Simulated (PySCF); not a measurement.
```xyz
18

C     1.7140    1.2392    2.0588
N     1.4891    0.8934    0.8683
C     0.8599   -0.3226    0.5730
C     1.3517   -1.0210   -0.6307
C     0.1752   -1.6410   -1.2931
Si   -0.8032   -0.1945   -0.4828
N    -0.7905    1.1937   -1.5120
P    -2.7554   -0.5928    0.6008
H     2.1705    2.2005    2.2398
H     1.4655    0.6292    2.9343
H     0.7181   -0.9822    1.4467
H     2.1464   -0.5807   -1.2063
H     0.2560   -1.7365   -2.3717
H    -0.0934   -2.6115   -0.8755
H    -1.5126    1.8887   -1.4131
H     0.0986    1.6376   -1.6896
H    -3.0683    0.7539    0.6629
H    -3.4304   -0.7472   -0.5949
```

Geometry: GFN2-xTB.

Level of theory: UKS B3LYP, pcH-1 on C H N P Si, non-relativistic, mean-field spin-orbit, GIAO (PySCF).

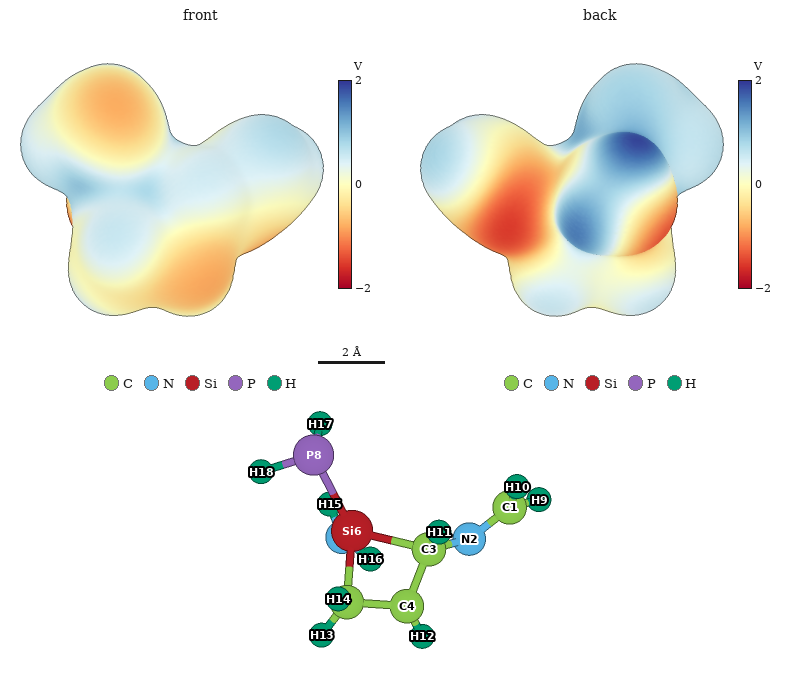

C₄H₁₀N₂PSi (doublet). The electrostatic potential painted on the density surface at 0.002 e/bohr³, seen from the front and from behind; the colour scale runs from red (negative) to blue (positive). The bare structure is drawn below in the same view.

**Which sites attract a positive test charge, and which a negative one?**

A positive charge is drawn to the negative regions and a negative charge to the positive ones. The most negative region (about −1.5 V) lies over N2, the most positive (about +1.8 V) over H15. N2 is the likeliest acceptor of a hydrogen bond.
